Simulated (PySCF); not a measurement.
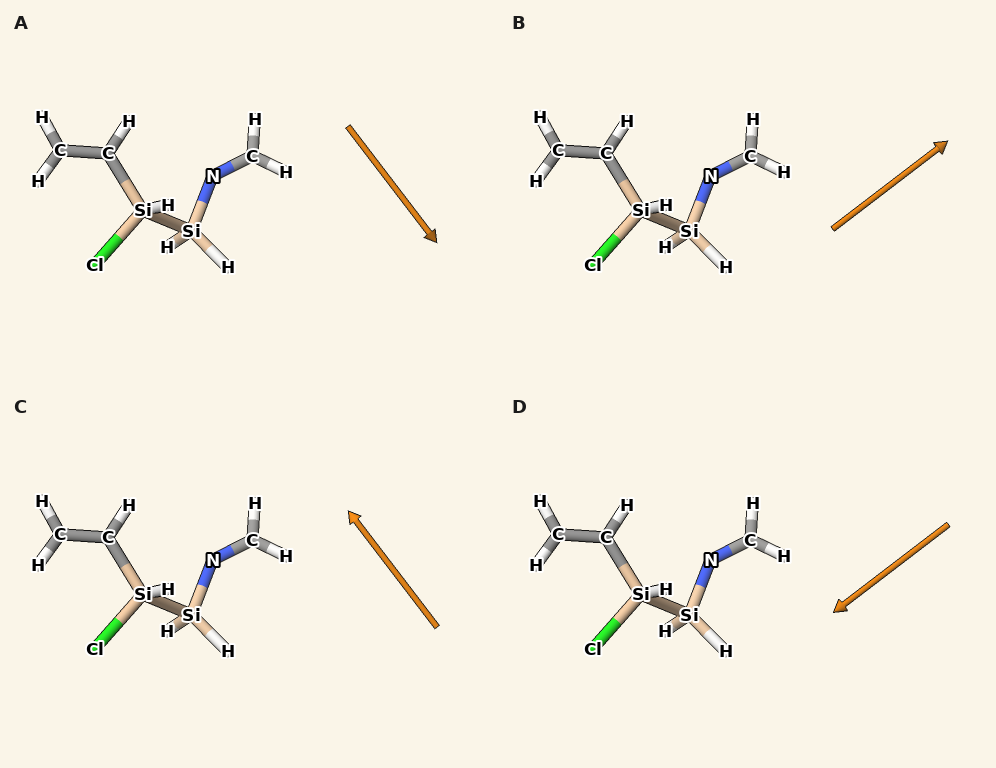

The same molecule four times, each with an arrow. The computed structure is the end point of a GFN2-xTB optimisation. No frequency run is at hand to confirm it as a minimum. Level of theory: PBE0/pcSseg-1, gas phase (PySCF 2.14.0).

Question: Which arrow points along the dipole moment, from the negative to the positive end?

Answer: B. The dipole moment is 2.70 D.

The geometry is semi-empirical. Around Si such bond lengths and angles can be off by a tenth of an ångström or more and by several degrees, and values that hang on the shape move with them.
